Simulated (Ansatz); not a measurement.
# GaCo: relaxation by PAW and LAPW

Aim: relax GaCo (cell and atoms relaxed from 1.04 times the given volume) with PAW and LAPW. Both runs start alike, so that frozen cores can be judged against all electrons.

Method: DFT PBEsol, scalar-relativistic, in Ansatz 0.2.0.

### 1 The system as given

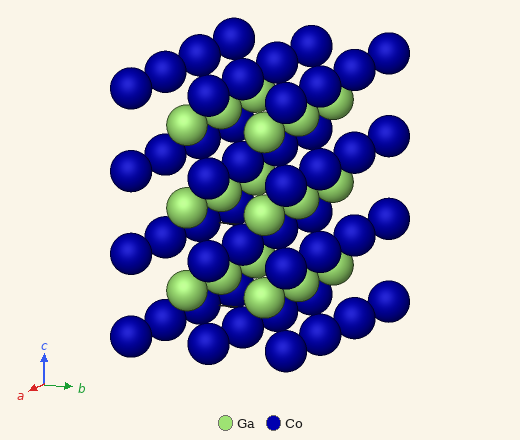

The starting structure, seen slightly off an axis (gallium green, cobalt blue). 3×2×3 cells are drawn. Atoms on the faces are drawn again on the opposite ones.

Structure file:

```
Ga Co
1.0
     2.91587    0.00000    0.00000
     0.00000    2.91587    0.00000
     0.00000    0.00000    2.91587
Ga Co
1 1
Direct
  0.50000 0.50000 0.50000
  0.00000 0.00000 0.00000
```

Atoms are numbered in the order of the input: Ga1, Co2.

### 2 PAW with frozen cores

Contents of input.yaml:

```yaml
crystal:
  lattice:
    - [2.9158727642, 0.0, 0.0]
    - [0.0, 2.9158727642, 0.0]
    - [0.0, 0.0, 2.9158727642]
  atoms:
    - { symbol: Ga, position: [0.5, 0.5, 0.5] }
    - { symbol: Co, position: [0.0, 0.0, 0.0], spin: 2.0 }
magnetization:
  spin_polarized: true
kpoints:
  mp_grid: { grid: [11, 11, 11] }
scf:
  occupations: { method: fermi_dirac, width: 0.05 }
hamiltonian:
  xc: pbesol
  pseudopotentials: { kind: paw }
output:
  forces: true
  stress: true
  efg: { contact_densities: true }
relax:
  f_tol: 0.005
  max_steps: 80
  cell: {}
```

Started as:

```console
$ ansatz run input.yaml --threads 1 --pin off --max-ram 3072MiB --backend cpu --events-out ev --progress --plain --runs-dir out
```

What it wrote, cut to the lines that bear on the results:

```text
[...]
Pseudopotentials: kind: paw
Pseudopotential: Ga, paw, valence charge 13, recommended cutoff 420 eV (normal)
Pseudopotential: Co, paw, valence charge 17, recommended cutoff 420 eV (normal)
Functional definition: PBEsol
[...]
Crystal: 2 atoms, lattice volume = 24.792 Å³
Basis set: ecut = 420 eV, 461 PW (Γ), exchange–correlation on 40×40×40 points (8 copies of the dense FFT grid, shifted against one another)
Bands: 20, of which v1, the nominal top of the filled ones, is band 15 counted from 1 (14 counted from 0)
Symmetry: 48 space group operations
Space group: Pm-3m (ITA 221), of the structure as read, at distance tolerance 2.9e-5 Å
Magnetic group: BNS 221.92 (UNI 1594), of the structure as read, at distance tolerance 2.9e-5 Å
k-points: 56 of 1331
[...]
Starting moments: Σ|m| = 2 μB on 1 of 2 sites
[...]
SCF iter   1: F=—  HF=-8835.297619 eV  |F-HF|=—  |Δ(HF+E_count)|=         —  Δρ=4.81e-2 (↑4.81e-2 ↓2.59e-2)  dr2=6.42e-1  dr2_m=1.10e-1  M=1.441 μB ∫|m|=1.726 μB  β_m=0.30  ethr=2.14e-3  ⟨swp⟩=1.0  Hψ=12524  notcnv=0
[...]
relax step   1: F+E_penalty+E_count = -8836.77959507 eV  Δ(F+E_penalty+E_count) = +0.000e0 eV  max|allowed force component| = 5.312e-29 eV/Å  Δτ_max = 0.0000 Å  P = -13.172 GPa  Ω = 24.792 Å³  (20 SCF iters, dr2 threshold 1.00e-7 eV, accepted)
[...]
relax step   2: F+E_penalty+E_count = -8836.85702038 eV  Δ(F+E_penalty+E_count) = -7.743e-2 eV  max|allowed force component| = 7.231e-31 eV/Å  Δτ_max = 0.0000 Å  P = -4.243 GPa  Ω = 23.424 Å³  energy of the carried Pulay correction = +9.387e-4 eV  (13 SCF iters, dr2 threshold 2.00e-7 eV, accepted)
[...]
SCF iter   2: F=—  HF=-8836.863967 eV  |F-HF|=—  |Δ(HF+E_count)|=   5.96e-5  Δρ=5.67e-3 (↑4.69e-3 ↓5.67e-3)  dr2=1.35e-2  dr2_m=1.76e-4  M=0.012 μB ∫|m|=0.015 μB  β_m=0.24  ethr=1.86e-5  ⟨swp⟩=2.0  Hψ=4480  notcnv=0
```

### 3 The log goes on: cell and atoms relaxed from 1.04 times the given volume

Output, continued, cut to the lines that bear on the results:

```text
SCF iter   3: F=—  HF=-8836.862035 eV  |F-HF|=—  |Δ(HF+E_count)|=   1.93e-3  Δρ=2.00e-3 (↑1.39e-3 ↓2.00e-3)  dr2=8.75e-4  dr2_m=2.50e-4  M=0.013 μB ∫|m|=0.015 μB  β_m=0.62  ethr=1.86e-5  ⟨swp⟩=2.1  Hψ=3618  notcnv=0  defer=4
[...]
relax step   3: F+E_penalty+E_count = -8836.86424841 eV  Δ(F+E_penalty+E_count) = -7.228e-3 eV  max|allowed force component| = 1.512e-30 eV/Å  Δτ_max = 0.0000 Å  P = +0.724 GPa  Ω = 22.826 Å³  energy of the carried Pulay correction = +1.366e-3 eV  (11 SCF iters, dr2 threshold 2.00e-7 eV, accepted)
[...]
relax step   4: F+E_penalty+E_count = -8836.86437056 eV  Δ(F+E_penalty+E_count) = -1.221e-4 eV  max|allowed force component| = 2.827e-30 eV/Å  Δτ_max = 0.0000 Å  P = -0.030 GPa  Ω = 22.911 Å³  energy of the carried Pulay correction = +1.305e-3 eV  (10 SCF iters, dr2 threshold 2.00e-7 eV, accepted)
[...]
  atom   1  Ga V_zz =    -0.000000   η = 0.0000   by run symmetry: forbidden
            electrostatic potential = -4140.792309 V   contact ρ = 187041.048643 e/Å³   contact ρ_s (e/Å³): all electrons -0.000001, valence -0.000001
  atom   2  Co V_zz =    -0.000000   η = 0.0000   by run symmetry: forbidden
            electrostatic potential = -3393.094367 V   contact ρ = 114433.035390 e/Å³   contact ρ_s (e/Å³): all electrons -0.000000, valence +0.000001
--- Relaxed structure (4 steps of the walk, 4 accepted, 1 SCFs on fresh bases) ---
  F+E_penalty+E_count = -8836.86319625 eV   max|allowed force component| = 1.972e-30 eV/Å   (the final SCF, on the basis selected at the relaxed cell)
  cell:  # Å, volume = 22.9110 Å³
    - [2.84019313582978, 2.6321042573292222e-33, 0.0]
    - [1.6049416203226963e-33, 2.84019313582978, 6.419766481290786e-35]
    - [-2.5679065925163143e-34, 6.419766481290786e-35, 2.84019313582978]
  atoms:
    - { symbol: Ga, position: [0.5, 0.5, 0.5] }
    - { symbol: Co, position: [4.8436565656218034e-34, -7.925983471020422e-34, 1.3209972451700885e-34] }
```

Wall time 31 s (1 thread, shared host).

Relaxation path:

| step | energy from step 1 (eV/cell) | largest force component (eV/Å) | pressure (GPa) | volume (Å³) |
| --- | --- | --- | --- | --- |
| 1 | 0.0000 | 0.0000 | -13.17 | 24.79 |
| 2 | -0.0774 | 0.0000 | -4.24 | 23.42 |
| 3 | -0.0847 | 0.0000 | 0.72 | 22.83 |
| 4 | -0.0848 | 0.0000 | -0.03 | 22.91 |
| 5 | -0.0836 | 0.0000 | -0.04 | 22.91 |

Step 1 is the start. Step 5 repeats the geometry before on a plane-wave basis chosen anew for that cell, so the energy can jump there without any move; the table keeps such jumps.

| input's cell | before | after | change |
| --- | --- | --- | --- |
| a (Å) | 2.916 | 2.840 | -2.6 % |
| b (Å) | 2.916 | 2.840 | -2.6 % |
| c (Å) | 2.916 | 2.840 | -2.6 % |
| volume (Å³/atom) | 12.40 | 11.46 | -7.6 % |

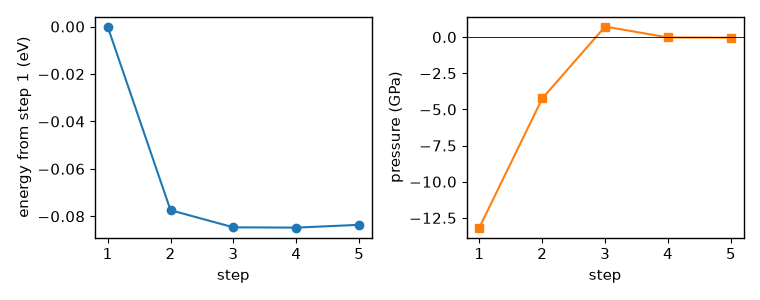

Energy and pressure along the PAW relaxation.

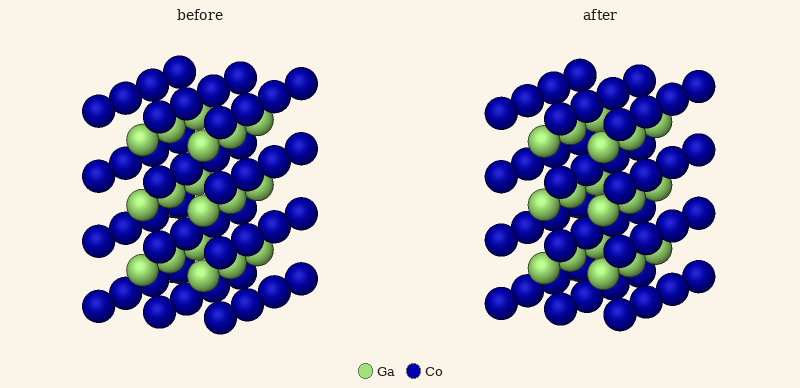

Before and after, at one scale.

### 4 Full-potential LAPW

Edit input.yaml of step 2 so:

```diff
@@ -16,3 +16,3 @@
   xc: pbesol
-  pseudopotentials: { kind: paw }
+  pseudopotentials: { kind: all_electron, lapw: { basis_error: 0.001 } }
 output:
@@ -20,3 +20,2 @@
   stress: true
-  efg: { contact_densities: true }
 relax:
```

Started as:

```console
$ ansatz run input.yaml --threads 1 --pin off --max-ram 3072MiB --backend cpu --events-out ev --progress --plain --runs-dir out
```

What it wrote, cut to the lines that bear on the results:

```text
[...]
LAPW: plane waves up to 9.178 Å⁻¹, error target 1.0e-3 eV per atom; small_component_spin mean_spin; Co in spheres of 1.223 Å, 17 of its electrons in bands, Dirac shells []; Ga in spheres of 1.226 Å, 21 of its electrons in bands, Dirac shells []
[...]
Pseudopotentials: kind: all_electron
Pseudopotential: Ga, LAPW, valence charge 21, Koelling and Harmon's equation, gaussian nucleus
Pseudopotential: Co, LAPW, valence charge 17, Koelling and Harmon's equation, gaussian nucleus
Functional definition: PBEsol
[...]
Crystal: 2 atoms, lattice volume = 24.792 Å³
Basis set: ecut = 320.9053784124305 eV, 341 PW (Γ), exchange–correlation at level 2
Bands: 24, of which v1, the nominal top of the filled ones, is band 19 counted from 1 (18 counted from 0)
Symmetry: 48 space group operations
Space group: Pm-3m (ITA 221), of the structure as read, at distance tolerance 2.9e-5 Å
Magnetic group: BNS 221.92 (UNI 1594), of the structure as read, at distance tolerance 2.9e-5 Å
k-points: 56 of 1331
[...]
Starting moments: Σ|m| = 2 μB on 1 of 2 sites
[...]
SCF iter   1: F=—  HF=-90744.946448 eV  |F-HF|=—  |Δ(HF+E_count)|=         —  Δρ=3.71e-2 (↑2.10e-2 ↓3.71e-2)  dr2=5.89e-1  dr2_m=1.23e-1  M=1.129 μB ∫|m|=1.423 μB  β_m=0.30  ethr=1.55e-3  ⟨swp⟩=2.1  Hψ=17062  notcnv=0
[...]
the basis was enlarged: its passes take 323.8 KiB over the memory plan, 2 of 2 planned eigensolver slots
[...]
relax step   1: F+E_penalty+E_count = -90745.06085207 eV  Δ(F+E_penalty+E_count) = +0.000e0 eV  max|allowed force component| = 1.906e-30 eV/Å  Δτ_max = 0.0000 Å  P = -13.105 GPa  Ω = 24.792 Å³  (19 SCF iters, accepted)
[...]
relax step   2: F+E_penalty+E_count = -90745.13667618 eV  Δ(F+E_penalty+E_count) = -7.582e-2 eV  max|allowed force component| = 1.085e-30 eV/Å  Δτ_max = 0.0000 Å  P = -4.237 GPa  Ω = 23.431 Å³  (11 SCF iters, accepted)
[...]
```

### 5 More of the same log: cell and atoms relaxed from 1.04 times the given volume, LAPW in place of PAW files

The log, continued, cut to the lines that bear on the results:

```text
[...]
SCF iter   1: F=—  HF=-90745.143409 eV  |F-HF|=—  |Δ(HF+E_count)|=         —  Δρ=1.64e-4 (↑1.64e-4 ↓1.64e-4)  dr2=2.80e-5  dr2_m=1.23e-13  M=0.000 μB ∫|m|=0.000 μB  β_m=0.65  ethr=8.00e-8  ⟨swp⟩=4.5  Hψ=16050  notcnv=0
[...]
relax step   3: F+E_penalty+E_count = -90745.14345889 eV  Δ(F+E_penalty+E_count) = -6.783e-3 eV  max|allowed force component| = 1.216e-30 eV/Å  Δτ_max = 0.0000 Å  P = +0.730 GPa  Ω = 22.832 Å³  (8 SCF iters, accepted)
[...]
relax step   4: F+E_penalty+E_count = -90745.14364596 eV  Δ(F+E_penalty+E_count) = -1.871e-4 eV  max|allowed force component| = 5.259e-31 eV/Å  Δτ_max = 0.0000 Å  P = -0.030 GPa  Ω = 22.918 Å³  (6 SCF iters, accepted)
[...]
Fermi energy:    19.448245 eV
[...]
--- Forces (eV/Å), atoms counted from 1 ---
  atom   1  Ga    -0.00000000    -0.00000000    -0.00000000
  atom   2  Co     0.00000000    -0.00000000    -0.00000000
[...]
--- Stress (GPa, compression-positive) ---
       -0.030250       0.000000       0.000000
        0.000000      -0.030250      -0.000000
        0.000000      -0.000000      -0.030250
  P = ⅓ Tr σ = -0.0302 GPa (-0.302 kbar)
--- Relaxed structure (4 steps of the walk, 4 accepted, 1 SCFs on fresh bases) ---
  F+E_penalty+E_count = -90745.14364613 eV   max|allowed force component| = 4.273e-31 eV/Å   (the final SCF, on the basis selected at the relaxed cell)
  cell:  # Å, volume = 22.9181 Å³
    - [2.840485599774011, 6.740754805355326e-34, 7.703719777548943e-34]
    - [6.098778157226246e-34, 2.840485599774011, 0.0]
    - [6.419766481290787e-34, 0.0, 2.840485599774011]
  atoms:
    - { symbol: Ga, position: [0.49999999999999994, 0.49999999999999994, 0.49999999999999994] }
    - { symbol: Co, position: [1.5411634526983503e-33, -9.246980716190089e-34, -2.2016620752833554e-34] }
```

Run time: 2.7 min. Hardware: 1 thread, shared host.

The steps of the relaxation:

```csv
step,energy from step 1 (eV/cell),largest force component (eV/Å),pressure (GPa),volume (Å³)
1,0.0000,0.0000,-13.11,24.79
2,-0.0758,0.0000,-4.24,23.43
3,-0.0826,0.0000,0.73,22.83
4,-0.0828,0.0000,-0.03,22.92
5,-0.0828,0.0000,-0.03,22.92
```

Step 1 is the start. Step 5 repeats the geometry before on a plane-wave basis chosen anew for that cell, so the energy can jump there without any move; the table keeps such jumps.

| input's cell | before | after | change |
| --- | --- | --- | --- |
| a (Å) | 2.916 | 2.840 | -2.6 % |
| b (Å) | 2.916 | 2.840 | -2.6 % |
| c (Å) | 2.916 | 2.840 | -2.6 % |
| volume (Å³/atom) | 12.40 | 11.46 | -7.6 % |

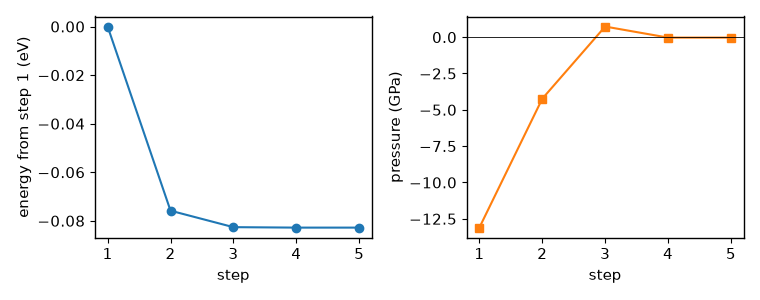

Energy and pressure along the LAPW relaxation.

### 6 Summary of results

| quantity | value |
| --- | --- |
| PAW: cell | a = 2.840 Å, b = 2.840 Å, c = 2.840 Å, α = 90.00°, β = 90.00°, γ = 90.00° |
| PAW: volume | 11.455 Å³/atom |
| PAW: energy gained | 42.4 meV/atom |
| PAW: accepted moves | 3 |
| PAW: space group | Pm-3m → Pm-3m |
| LAPW: cell | a = 2.840 Å, b = 2.840 Å, c = 2.840 Å, α = 90.00°, β = 90.00°, γ = 90.00° |
| LAPW: volume | 11.459 Å³/atom |
| LAPW: energy gained | 41.4 meV/atom |
| LAPW: accepted moves | 3 |
| LAPW: space group | Pm-3m → Pm-3m |

By PAW the volume changes by -7.6 % in 3 moves, and the energy falls by 42.4 meV/atom. PAW's final volume lies -0.03 % from LAPW's, and its energy gain differs from LAPW's by +1.0 meV/atom. The price, with the outputs that each input asks for: 2.7 min for LAPW against 31 s for PAW, about 5 to one.
